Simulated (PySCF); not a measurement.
## Electronic structure of C3H7NSSi2 in real space

The calculation's input:

```
{"job": {"kind": "uv", "xc": "CAM-B3LYP", "basis": "def2-SVPD", "nstates": 8, "ntriplets": 3}, "charge": 0, "multiplicity": 1}
N      0.413219     1.679612     2.395920
C      0.088189     1.007608     1.520736
C     -0.232197     0.148144     0.458317
Si    -1.933335    -0.670722     0.628125
C      0.191969     0.665768    -0.947488
Si     1.305688    -0.699078    -0.310192
S      3.191654    -0.214257     0.564479
H     -2.016191    -1.660707    -0.448562
H     -2.962799     0.353608     0.457161
H     -2.013554    -1.302324     1.941758
H      0.532764     1.694369    -0.977982
H     -0.523377     0.462631    -1.732592
H      1.249016    -2.056217    -0.793736
H      2.708277     0.591091     1.501911
```

Command:

```sh
OMP_NUM_THREADS=1 python probes_run.py task.json out
```

Geometry: GFN2-xTB.

All numbers below come from CAM-B3LYP/def2-SVPD, SCF density, gas phase (PySCF 2.14.0).

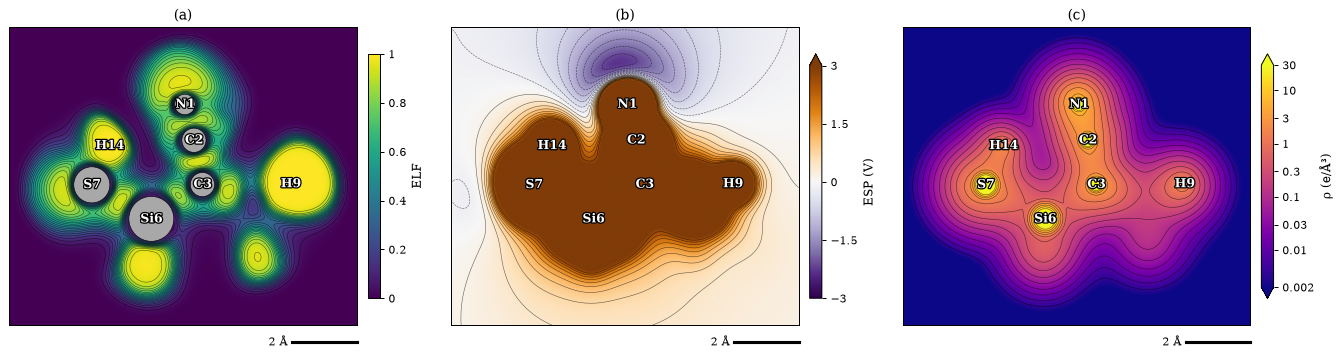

Figure 1. (a) ELF; (b) electrostatic potential; (c) total electron density on the plane of atoms C2, C3 and Si6. Grey discs cover the atomic cores in the ELF map.

Q: Interpret the plot.

A: Atoms in the plane: N, C, Si, S and H. C–N (1.15 Å): ρ at the midpoint is about 3.5 e/Å³; the ELF peaks at about 0.85 between the atoms; a short, multiple covalent bond. C–C (1.40 Å): ρ at the midpoint is about 2 e/Å³; the ELF peaks at about 0.95 between the atoms: localised, covalent bonding. Si–S (2.13 Å): ρ at the midpoint is about 0.84 e/Å³; the ELF peaks at about 0.95 between the atoms; localised, covalent bonding. C–Si (1.92 Å): ρ is about 0.79 e/Å³ halfway; the ELF peaks at about 0.85 between the atoms: a covalent bond. The ELF also peaks beside S7 and N1, away from the bonds: lone-pair regions. Outside the dense part of the molecule the potential is most negative (−2.3 V) near N1.

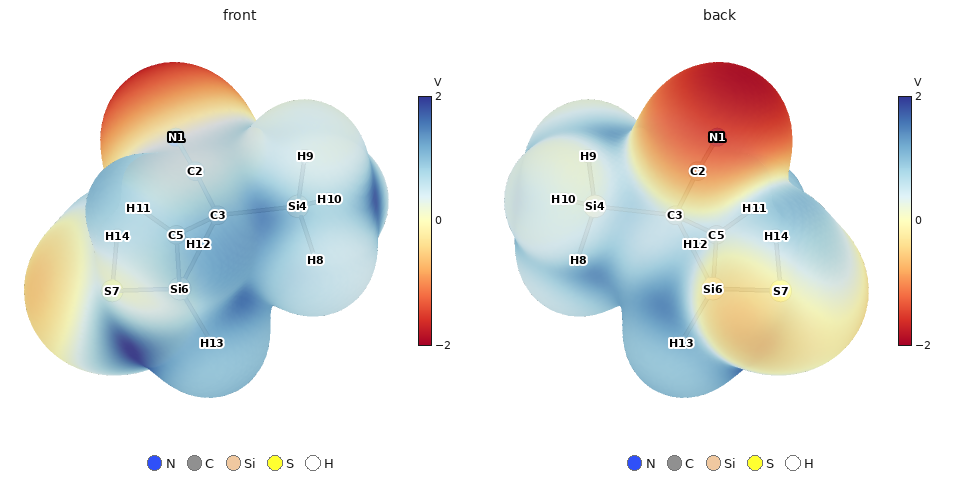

Figure 2. The molecular electrostatic potential painted on the density surface at 0.002 e/bohr³, seen from the front and from behind; the colour scale runs from red (negative) to blue (positive).

Q: Describe the electrostatic potential map.

A: The most negative region (about −1.9 V, or −44 kcal/mol for a unit charge) lies over N1, the most positive (about +1.9 V, or +44 kcal/mol for a unit charge) over Si6. N1 is the likeliest acceptor of a hydrogen bond.
